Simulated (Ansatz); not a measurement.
## Geometry relaxation of CH10BNSSi2 (part 3 of 3)

CH10BNSSi2; UHF/STO-3G (Ansatz 0.2.0). It belongs to a series of runs on one base structure; here: start relaxed.

Geometry of the input (Å):
```
Si 1.0657  -2.0728  -1.7494
B  1.3954  -1.6335  0.1056
N  1.3646  -0.1909  0.6171
C  0.1189  0.3773  0.6024
S  0.0704  2.0109  1.3576
Si -2.0357  2.3823  1.0788
H  -0.3335  -1.6209  -2.0743
H  1.2079  -3.4544  -2.0015
H  1.9599  -1.2707  -2.5751
H  1.7349  -2.5077  0.8451
H  1.9921  0.3735  0.0130
H  -0.2994  0.4688  -0.4256
H  -0.6983  -0.2557  1.1710
H  -2.3705  2.3322  -0.3394
H  -2.8101  1.3157  1.7857
H  -2.3851  3.7234  1.6331
```

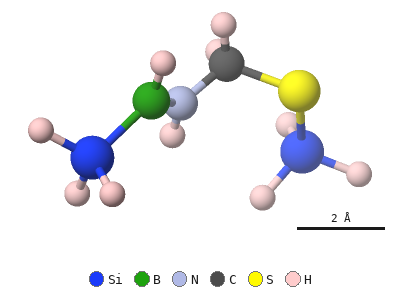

Figure 1. The geometry at step 31 of the log (ball-and-stick view, seen at a tilt).

**Trajectory as extended XYZ, continued**
```
16
Properties=species:S:1:pos:R:3:forces:R:3 step=23 energy=-29546.09094
Si    1.6269   -1.9370   -2.0377   -0.0635  -0.0017   0.0197
B     1.0310   -1.4832   -0.2165   -0.0423   0.0860   0.1257
N     0.0981   -0.4921    0.0258    0.1393  -0.2100   0.1685
C    -0.3903   -0.0687    1.3579    0.0687  -0.0137   0.0027
S     0.0392    1.6345    1.8066   -0.1682  -0.0093  -0.0737
Si   -1.5978    2.6693    0.9421   -0.0128  -0.0395  -0.0116
H     0.5336   -1.9590   -2.9532    0.0338   0.0047   0.0163
H     2.2605   -3.2107   -2.0937   -0.0144   0.0185  -0.0020
H     2.5569   -0.9726   -2.5231    0.0035  -0.0044   0.0086
H     1.4583   -2.0395    0.7166   -0.0810   0.1181  -0.1833
H    -0.3252    0.0489   -0.7305   -0.0016  -0.0029  -0.0954
H    -1.4712   -0.2326    1.4139    0.0076   0.0260   0.0029
H     0.0712   -0.7294    2.0914   -0.0042   0.0057  -0.0315
H    -1.6946    2.4153   -0.4606    0.0231   0.0162   0.1332
H    -2.8290    2.2738    1.5501    0.1267   0.0238  -0.0646
H    -1.3905    4.0605    1.1551   -0.0145  -0.0174  -0.0155
16
Properties=species:S:1:pos:R:3:forces:R:3 step=25 energy=-29546.10187
Si    1.5630   -1.8414   -2.0419   -0.0060  -0.0860  -0.0604
B     1.0435   -1.4301   -0.1894   -0.1409   0.3851  -0.0081
N     0.0280   -0.5354    0.1060    0.1829  -0.2437  -0.0561
C    -0.4019   -0.1308    1.4635   -0.0509   0.0452  -0.0378
S    -0.0148    1.5818    1.9083   -0.1224   0.1048  -0.1042
Si   -1.5230    2.6188    0.8290   -0.0039  -0.2218  -0.0632
H     0.4588   -1.7519   -2.9427    0.0674   0.0073   0.0655
H     2.1120   -3.1528   -2.1627   -0.0491   0.0926  -0.0003
H     2.5523   -0.9198   -2.4981   -0.0418  -0.0415   0.0248
H     1.6136   -1.8949    0.7095   -0.0789  -0.0356  -0.0095
H    -0.5008   -0.0630   -0.6356    0.0726  -0.1181   0.1411
H    -1.4741   -0.3271    1.5761    0.0571  -0.0275  -0.0195
H     0.1230   -0.7736    2.1709   -0.0455   0.0311  -0.0461
H    -1.4426    2.3502   -0.5750   -0.0107   0.0351   0.2196
H    -2.8263    2.2381    1.2789    0.1664   0.0360  -0.0595
H    -1.3335    4.0095    1.0473    0.0035   0.0373   0.0138
16
Properties=species:S:1:pos:R:3:forces:R:3 step=26 energy=-29546.10732
Si    1.5663   -1.8435   -2.0408   -0.0019  -0.0100  -0.0366
B     1.0533   -1.4179   -0.1901   -0.1178   0.0731   0.0450
N     0.0327   -0.5336    0.1036    0.1147  -0.1074  -0.0129
C    -0.4015   -0.1258    1.4585   -0.0192   0.0069  -0.0151
S    -0.0124    1.5870    1.9015   -0.0737   0.0428  -0.0450
Si   -1.5254    2.6189    0.8330   -0.0143  -0.1381  -0.0606
H     0.4584   -1.7474   -2.9344    0.0417   0.0055   0.0357
H     2.1028   -3.1585   -2.1605   -0.0323   0.0563   0.0097
H     2.5592   -0.9312   -2.5056   -0.0193  -0.0319   0.0085
H     1.6041   -1.9033    0.7120   -0.0315   0.0611  -0.0571
H    -0.4979   -0.0663   -0.6378    0.0500  -0.0577   0.0716
H    -1.4731   -0.3248    1.5683    0.0395   0.0010  -0.0179
H     0.1213   -0.7676    2.1677   -0.0317   0.0197  -0.0277
H    -1.4407    2.3551   -0.5688   -0.0188   0.0350   0.1350
H    -2.8242    2.2260    1.2794    0.1156   0.0281  -0.0396
H    -1.3457    4.0106    1.0581   -0.0011   0.0156   0.0071
16
Properties=species:S:1:pos:R:3:forces:R:3 step=27 energy=-29546.11454
Si    1.5590   -1.8239   -2.0396    0.0481   0.0062   0.0453
B     1.0925   -1.3614   -0.1878   -0.0863   0.0613   0.1224
N     0.0047   -0.5691    0.1154   -0.0181  -0.0323  -0.1010
C    -0.4227   -0.1452    1.4665    0.0489  -0.0033  -0.0240
S    -0.0061    1.5652    1.8922   -0.0234   0.0083   0.0361
Si   -1.5028    2.6054    0.8172    0.0662   0.0146   0.0177
H     0.4551   -1.6459   -2.9201   -0.0287   0.0091  -0.0311
H     1.9890   -3.1756   -2.1538   -0.0069  -0.0132  -0.0081
H     2.6163   -0.9962   -2.5149    0.0088  -0.0009  -0.0069
H     1.7170   -1.7413    0.7146    0.0348  -0.0383  -0.0643
H    -0.5871   -0.1806   -0.6239    0.0039  -0.0265   0.0485
H    -1.4961   -0.3278    1.5748    0.0075  -0.0042  -0.0177
H     0.0884   -0.7904    2.1804   -0.0012   0.0348   0.0065
H    -1.3890    2.3853   -0.5835   -0.0023  -0.0175  -0.0492
H    -2.7999    2.1863    1.2254   -0.0366  -0.0065   0.0102
H    -1.3413    3.9928    1.0810   -0.0147   0.0084   0.0155
16
Properties=species:S:1:pos:R:3:forces:R:3 step=29 energy=-29546.11736
Si    1.5516   -1.8092   -2.0388    0.0230  -0.0065  -0.0283
B     1.0976   -1.3484   -0.1829   -0.0568   0.0164   0.0564
N    -0.0084   -0.5845    0.1291    0.0077  -0.0073  -0.0882
C    -0.4224   -0.1496    1.4807    0.0094  -0.0275   0.0077
S    -0.0092    1.5636    1.8983   -0.0195   0.0061  -0.0088
Si   -1.4921    2.5979    0.7989    0.0061   0.0142   0.0152
H     0.4569   -1.5827   -2.9231    0.0182   0.0015   0.0106
H     1.9335   -3.1757   -2.1690   -0.0182   0.0347   0.0097
H     2.6404   -1.0142   -2.5023   -0.0196  -0.0229   0.0066
H     1.7543   -1.7109    0.7049   -0.0274   0.0273  -0.0426
H    -0.6280   -0.2271   -0.6044    0.0647  -0.0327   0.0719
H    -1.4942   -0.3351    1.5973    0.0019  -0.0005   0.0020
H     0.0957   -0.7860    2.1972    0.0043   0.0087  -0.0021
H    -1.3557    2.3860   -0.6027    0.0098  -0.0031  -0.0020
H    -2.7946    2.1685    1.1830   -0.0001  -0.0066  -0.0009
H    -1.3483    3.9847    1.0778   -0.0036  -0.0016  -0.0073
16
Properties=species:S:1:pos:R:3:forces:R:3 step=30 energy=-29546.11804
Si    1.5460   -1.7987   -2.0397    0.0207  -0.0313  -0.0476
B     1.1019   -1.3364   -0.1817   -0.0105   0.0215   0.0407
N    -0.0153   -0.5922    0.1376   -0.0014  -0.0011  -0.0897
C    -0.4216   -0.1548    1.4906   -0.0228  -0.0024  -0.0092
S    -0.0148    1.5616    1.9015    0.0393   0.0097   0.0469
Si   -1.4870    2.5949    0.7895   -0.0238  -0.0240  -0.0254
H     0.4599   -1.5333   -2.9254    0.0425  -0.0056   0.0246
H     1.8816   -3.1783   -2.1724   -0.0214   0.0685   0.0026
H     2.6632   -1.0392   -2.4987   -0.0497  -0.0387   0.0221
H     1.7796   -1.6808    0.6986   -0.0666   0.0406  -0.0507
H    -0.6512   -0.2523   -0.5908    0.0928  -0.0417   0.0839
H    -1.4917   -0.3455    1.6131   -0.0089   0.0016   0.0115
H     0.1034   -0.7856    2.2068    0.0137   0.0047   0.0026
H    -1.3234    2.3872   -0.6098   -0.0087   0.0143  -0.0093
H    -2.7903    2.1478    1.1509   -0.0039   0.0095  -0.0068
H    -1.3632    3.9830    1.0741    0.0088  -0.0255   0.0038
16
Properties=species:S:1:pos:R:3:forces:R:3 step=31 energy=-29546.11891
Si    1.5394   -1.7892   -2.0402    0.0225  -0.0436  -0.0695
B     1.1027   -1.3252   -0.1807    0.0220   0.0032   0.0274
N    -0.0181   -0.5901    0.1454    0.0027   0.0055  -0.0553
C    -0.4180   -0.1545    1.5008    0.0037  -0.0176   0.0204
S    -0.0170    1.5636    1.9108   -0.0056  -0.0278  -0.0063
Si   -1.4839    2.5801    0.7769   -0.0207   0.0662   0.0006
H     0.4642   -1.4890   -2.9293    0.0582  -0.0110   0.0400
H     1.8337   -3.1789   -2.1759   -0.0223   0.0935   0.0016
H     2.6814   -1.0621   -2.4933   -0.0724  -0.0487   0.0329
H     1.7904   -1.6641    0.6945   -0.0800   0.0498  -0.0522
H    -0.6627   -0.2573   -0.5780    0.0844  -0.0350   0.0615
H    -1.4863   -0.3505    1.6294   -0.0087   0.0055   0.0153
H     0.1144   -0.7816    2.2146    0.0103  -0.0118  -0.0033
H    -1.3021    2.3844   -0.6222    0.0031  -0.0023   0.0087
H    -2.7899    2.1247    1.1191    0.0158  -0.0003  -0.0058
H    -1.3711    3.9673    1.0723   -0.0129  -0.0256  -0.0160
16
Properties=species:S:1:pos:R:3:forces:R:3 step=32 energy=-29546.12015
Si    1.5351   -1.7875   -2.0410    0.0304  -0.0170  -0.0650
B     1.1037   -1.3197   -0.1814    0.0172  -0.0441   0.0069
N    -0.0146   -0.5849    0.1490    0.0037   0.0126   0.0108
C    -0.4122   -0.1557    1.5073   -0.0033   0.0046   0.0038
S    -0.0239    1.5654    1.9177    0.0009  -0.0142  -0.0073
Si   -1.4858    2.5768    0.7713   -0.0322   0.0333  -0.0003
H     0.4705   -1.4630   -2.9335    0.0434  -0.0095   0.0381
H     1.8020   -3.1817   -2.1813   -0.0190   0.0748   0.0087
H     2.6926   -1.0825   -2.4875   -0.0587  -0.0408   0.0240
H     1.7880   -1.6623    0.6931   -0.0306   0.0341  -0.0282
H    -0.6591   -0.2491   -0.5710    0.0229  -0.0076   0.0043
H    -1.4784   -0.3604    1.6415   -0.0029   0.0012   0.0061
H     0.1294   -0.7797    2.2171    0.0058  -0.0038  -0.0037
H    -1.2922    2.3852   -0.6270    0.0097  -0.0046   0.0147
H    -2.7918    2.1123    1.1013    0.0149   0.0012  -0.0062
H    -1.3861    3.9643    1.0687   -0.0021  -0.0203  -0.0067
16
Properties=species:S:1:pos:R:3:forces:R:3 step=34 energy=-29546.12130
Si    1.5263   -1.7829   -2.0426    0.0070  -0.0033  -0.0367
B     1.1053   -1.3147   -0.1812    0.0181  -0.0308  -0.0292
N    -0.0063   -0.5753    0.1565   -0.0042   0.0048   0.0758
C    -0.3988   -0.1526    1.5186   -0.0035   0.0079   0.0016
S    -0.0338    1.5741    1.9268   -0.0105  -0.0030  -0.0037
Si   -1.4936    2.5679    0.7605    0.0039  -0.0231  -0.0106
H     0.4853   -1.3965   -2.9373    0.0311  -0.0086   0.0237
H     1.7224   -3.1864   -2.1942   -0.0082   0.0399   0.0030
H     2.7204   -1.1338   -2.4731   -0.0329  -0.0226   0.0085
H     1.7895   -1.6587    0.6895    0.0317  -0.0078   0.0228
H    -0.6528   -0.2378   -0.5586   -0.0427   0.0273  -0.0567
H    -1.4608   -0.3734    1.6634    0.0117   0.0003  -0.0055
H     0.1597   -0.7688    2.2224   -0.0064   0.0068  -0.0058
H    -1.2634    2.3862   -0.6338   -0.0118   0.0103   0.0198
H    -2.7971    2.0757    1.0597    0.0200   0.0078  -0.0051
H    -1.4250    3.9546    1.0676   -0.0035  -0.0059  -0.0019
16
Properties=species:S:1:pos:R:3:forces:R:3 step=35 energy=-29546.12164
Si    1.5253   -1.7824   -2.0423    0.0067  -0.0065  -0.0329
B     1.1078   -1.3143   -0.1802    0.0022  -0.0204  -0.0135
N    -0.0041   -0.5745    0.1582   -0.0037   0.0077   0.0346
C    -0.3964   -0.1512    1.5199   -0.0048   0.0025   0.0005
S    -0.0343    1.5763    1.9268    0.0032   0.0005  -0.0101
Si   -1.4944    2.5662    0.7580   -0.0215  -0.0130  -0.0014
H     0.4904   -1.3801   -2.9367    0.0240  -0.0063   0.0189
H     1.7023   -3.1878   -2.1974   -0.0065   0.0325   0.0032
H     2.7281   -1.1489   -2.4707   -0.0255  -0.0167   0.0081
H     1.7930   -1.6592    0.6901    0.0194  -0.0005   0.0117
H    -0.6507   -0.2365   -0.5577   -0.0142   0.0111  -0.0240
H    -1.4580   -0.3736    1.6651    0.0071   0.0012  -0.0023
H     0.1632   -0.7659    2.2240   -0.0042   0.0048  -0.0030
H    -1.2642    2.3922   -0.6371    0.0031   0.0012   0.0167
H    -2.7949    2.0651    1.0547    0.0121   0.0079  -0.0074
H    -1.4359    3.9523    1.0695    0.0025  -0.0059   0.0009
16
Properties=species:S:1:pos:R:3:forces:R:3 step=36 energy=-29546.12203
Si    1.5223   -1.7822   -2.0422    0.0108  -0.0105  -0.0315
B     1.1128   -1.3133   -0.1786   -0.0243  -0.0063   0.0094
N     0.0016   -0.5719    0.1613   -0.0016   0.0079  -0.0235
C    -0.3900   -0.1474    1.5227    0.0002  -0.0055   0.0014
S    -0.0350    1.5823    1.9254   -0.0013  -0.0012  -0.0052
Si   -1.5003    2.5615    0.7549   -0.0160   0.0143  -0.0035
H     0.5018   -1.3446   -2.9363    0.0202  -0.0066   0.0163
H     1.6576   -3.1915   -2.2053   -0.0053   0.0328   0.0054
H     2.7442   -1.1827   -2.4645   -0.0217  -0.0132   0.0064
H     1.7998   -1.6596    0.6905    0.0045   0.0069  -0.0030
H    -0.6451   -0.2326   -0.5555    0.0208  -0.0099   0.0198
H    -1.4503   -0.3741    1.6701    0.0020   0.0011   0.0011
H     0.1734   -0.7582    2.2269   -0.0021   0.0003  -0.0003
H    -1.2591    2.4005   -0.6396    0.0036  -0.0031   0.0058
H    -2.7973    2.0449    1.0387    0.0102   0.0000   0.0008
H    -1.4591    3.9463    1.0755    0.0001  -0.0071   0.0005
16
Properties=species:S:1:pos:R:3:forces:R:3 step=38 energy=-29546.12232
Si    1.5194   -1.7836   -2.0425    0.0071  -0.0140  -0.0172
B     1.1177   -1.3132   -0.1774   -0.0088   0.0199   0.0081
N     0.0101   -0.5669    0.1639    0.0029  -0.0070  -0.0226
C    -0.3805   -0.1409    1.5250    0.0072  -0.0072   0.0085
S    -0.0358    1.5920    1.9220   -0.0069  -0.0039  -0.0098
Si   -1.5104    2.5570    0.7510    0.0027   0.0135   0.0131
H     0.5244   -1.2942   -2.9382    0.0173  -0.0077   0.0108
H     1.5916   -3.1962   -2.2151   -0.0017   0.0268   0.0011
H     2.7696   -1.2370   -2.4533   -0.0213  -0.0101   0.0059
H     1.8076   -1.6587    0.6898   -0.0051  -0.0025  -0.0031
H    -0.6363   -0.2277   -0.5528    0.0085  -0.0036   0.0135
H    -1.4389   -0.3738    1.6761    0.0005   0.0008  -0.0001
H     0.1885   -0.7463    2.2294   -0.0007  -0.0016  -0.0009
H    -1.2568    2.4136   -0.6431   -0.0010  -0.0006   0.0014
H    -2.7994    2.0147    1.0225    0.0049   0.0014  -0.0014
H    -1.4936    3.9387    1.0868   -0.0057  -0.0041  -0.0073
16
Properties=species:S:1:pos:R:3:forces:R:3 step=39 energy=-29546.12239
Si    1.5196   -1.7842   -2.0427    0.0054  -0.0042  -0.0098
B     1.1183   -1.3124   -0.1778   -0.0040   0.0057   0.0030
N     0.0111   -0.5661    0.1638    0.0049  -0.0050  -0.0069
C    -0.3791   -0.1405    1.5252    0.0025  -0.0031   0.0037
S    -0.0357    1.5928    1.9217   -0.0055   0.0004  -0.0046
Si   -1.5119    2.5571    0.7519   -0.0014   0.0073  -0.0006
H     0.5294   -1.2888   -2.9397    0.0065  -0.0028   0.0053
H     1.5837   -3.1966   -2.2163   -0.0011   0.0102   0.0025
H     2.7731   -1.2451   -2.4517   -0.0089  -0.0047   0.0038
H     1.8076   -1.6590    0.6893   -0.0008  -0.0012  -0.0005
H    -0.6351   -0.2265   -0.5524   -0.0025   0.0028   0.0013
H    -1.4373   -0.3742    1.6768    0.0008   0.0001  -0.0003
H     0.1908   -0.7455    2.2294    0.0000  -0.0001  -0.0010
H    -1.2583    2.4142   -0.6422    0.0005  -0.0013   0.0005
H    -2.8003    2.0132    1.0223    0.0028  -0.0020   0.0032
H    -1.4986    3.9390    1.0864    0.0008  -0.0020   0.0005
```
